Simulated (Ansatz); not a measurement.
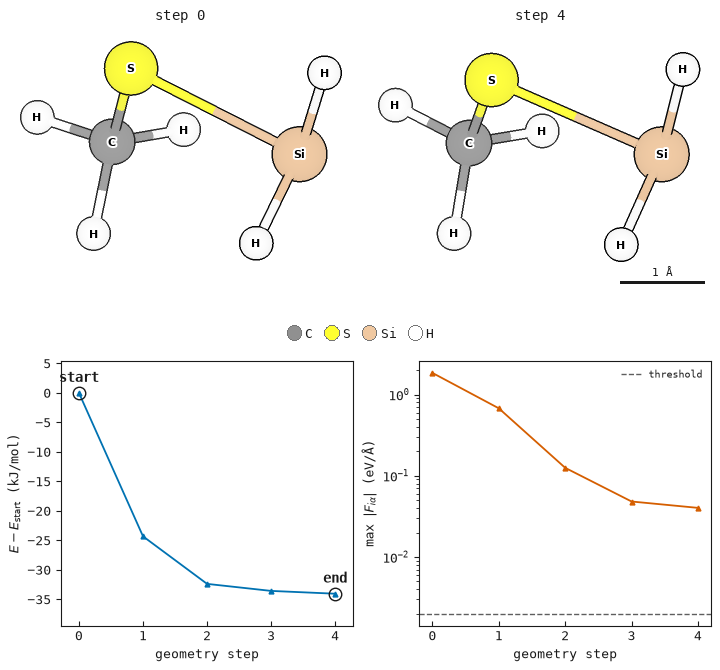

First and last geometry of a relaxation of CH5SSi (charge −1), with the history of the run. A ball-and-stick model, seen from a free direction.

These are results of RKS CAM-B3LYP-D4/def2-SVP in Ansatz 0.2.0, not measurements.

Input file:
```yaml
crystal:
  periodic: [false, false, false]
  atoms:
    - {symbol: C, position_ang: [-0.789701, 1.072633, -0.294689]}
    - {symbol: S, position_ang: [0.293467, 0.442157, 1.100721]}
    - {symbol: Si, position_ang: [1.188184, -1.295904, -0.143778]}
    - {symbol: H, position_ang: [-1.666159, 0.439886, -0.599018]}
    - {symbol: H, position_ang: [-0.191102, 1.229769, -1.135981]}
    - {symbol: H, position_ang: [-1.354925, 1.937093, -0.016672]}
    - {symbol: H, position_ang: [2.271003, -1.517727, 0.853266]}
    - {symbol: H, position_ang: [0.288236, -2.345680, 0.314468]}
basis:
  gaussian: {orbitals: def2-SVP}
total_charge: -1
hamiltonian: {xc: {name: CAM-B3LYP}, dispersion: d4}
relax: {f_tol: 0.002, max_steps: 5, max_displacement: 0.05}
```

Launched with:
```bash
ansatz run in.yaml --threads 2 --pin off --events-out ev --progress --plain --max-ram 3481MiB
```

Q: What do the curves and the structures tell?

A: The relaxation stopped without meeting its thresholds, so the last structure isn't shown to be converged. It used up its limit of 5 steps. The energy falls by 34.0 kJ/mol in 4 geometry steps. The largest force component goes from 1.8 to 0.04 eV/Å. The atom that moves furthest after the best rigid fit is H8 (0.15 Å). By element the largest moves are H 0.15 Å, S 0.14 Å, C 0.05 Å, Si 0.03 Å. Some distances before and after: Si3–H8 1.457 → 1.549 Å, C1–H5 1.044 → 1.103 Å, C1–S2 1.876 → 1.821 Å, Si3–H7 1.489 → 1.541 Å. Among the angles between lasting bonds that change: H4–C1–H6 96.5° → 107.9°, S2–C1–H4 117.6° → 111.7°, C1–S2–Si3 94.3° → 99.6°.

| step | E − E(0), kJ/mol | largest force component, eV/Å |
| --- | --- | --- |
| 0 | 0.00 | 1.8463 |
| 1 | -24.30 | 0.6765 |
| 2 | -32.36 | 0.1252 |
| 3 | -33.55 | 0.0482 |
| 4 | -34.03 | 0.0403 |

Limits of the set-up: the basis has no diffuse functions, which an anion needs.
